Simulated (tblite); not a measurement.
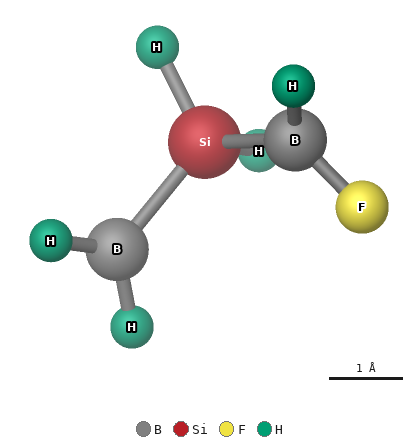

Fig. 1: The input geometry (ball-and-stick view, seen at a tilt).

## Run report: B₂SiH₅F, polarizability calculation

System: B₂SiH₅F.
Method: GFN1-xTB, R-SCC (tblite 0.8.0).

The geometry comes from this level: GFN2-xTB.

### The program's output
```
E = -12.44757875 Eh
polarizability tensor (bohr^3)
     61.4952    -12.5980     -1.3314
    -12.6034     90.7739     -3.6958
     -1.3319     -3.6947     48.2473
principal values [47.38  57.496 95.641]  isotropic 66.839
```

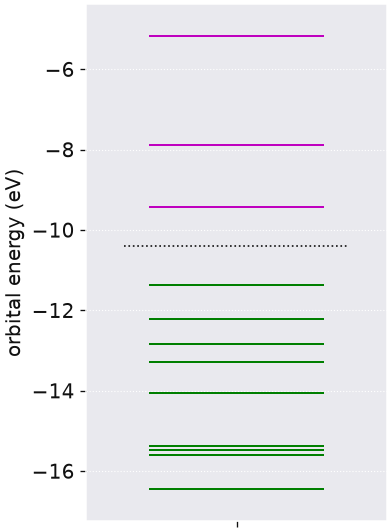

Fig. 2: Orbital energies near the frontier; the dotted line parts filled from empty levels, and levels within 0.02 eV of each other stand side by side. Highest filled −11.36 eV, lowest empty −9.43 eV, 1.93 eV apart.

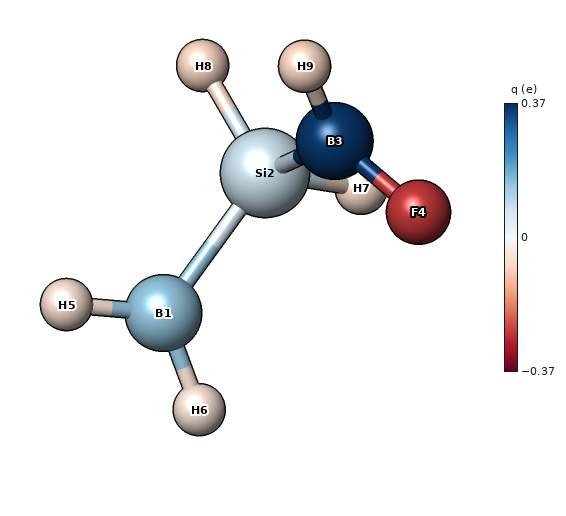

Fig. 3: Mulliken charges, as the colour of each atom (ball-and-stick view, seen at a tilt; atoms are numbered from 1 in the order of the input). By element: B +0.14 to +0.36, Si +0.08, F −0.26 and H −0.08 to −0.05 e.

This output came from the following input.

### Input (calc.py)
```python
# GFN1-xTB finite-field polarizability
import json
import numpy as np
from tblite.interface import Calculator
from tblite.library import ffi
from tblite.interface import symbols_to_numbers

symbols = list(map(str, np.loadtxt("input.xyz", skiprows=2, usecols=0, dtype=str, ndmin=1)))
numbers = np.array(symbols_to_numbers(symbols))
positions = np.loadtxt("input.xyz", skiprows=2, usecols=(1, 2, 3), ndmin=2) / 0.5291772

def dipole(field):
    xtb = Calculator("GFN1-xTB", numbers, positions, charge=0, uhf=0)
    xtb.set("verbosity", 0)
    xtb.set("accuracy", 0.01)
    xtb.add("electric-field", ffi.new("double[3]", list(field)))
    return xtb.singlepoint()

F = 0.001  # field step, atomic units
sp = dipole([0.0, 0.0, 0.0])
alpha = np.array([(dipole(F * v).get('dipole') - dipole(-F * v).get('dipole')) / (2 * F) for v in np.eye(3)])
print(f"E = {sp.get('energy'):.8f} Eh")
print("polarizability tensor (bohr^3)")
for row in alpha:
    print("".join(f"{v:12.4f}" for v in row))
w = np.linalg.eigvalsh((alpha + alpha.T) / 2)
print("principal values", np.round(w, 3), " isotropic %.3f" % w.mean())
out = {k: np.asarray(sp.get(k)).tolist() for k in ("energy", "gradient", "charges", "dipole", "orbital-energies", "orbital-occupations")}
out.update(symbols=symbols, positions=(positions * 0.529177210903).tolist(), alpha=alpha.tolist())
json.dump(out, open("results.json", "w"))
```

### File input.xyz
```
9

B     -0.964080     1.319810     0.009850
Si     0.695180     0.310200    -0.193090
B      0.220770    -1.565380     0.246580
F     -0.490240    -2.270120    -0.610130
H     -1.332200     1.683980     1.060410
H     -1.680900     1.508430    -0.894960
H      1.294080     0.379250    -1.542630
H      1.807010     0.763830     0.667760
H      0.450370    -2.130000     1.256210
```

Command:
```bash
python calc.py
```

### Key numbers

| quantity | value |
| --- | --- |
| outcome | converged |
| total energy | −12.447579 hartree |
| basis functions | 31 |
| largest force | 1.057 eV/Å |
| HOMO | −11.36 eV |
| LUMO | −9.43 eV |
| dipole moment | 1.03 D |
| hardware | 1 thread of Intel Xeon @ 2.70GHz, 189 GiB of memory available, shared host |
| peak memory | 0.067 GiB |
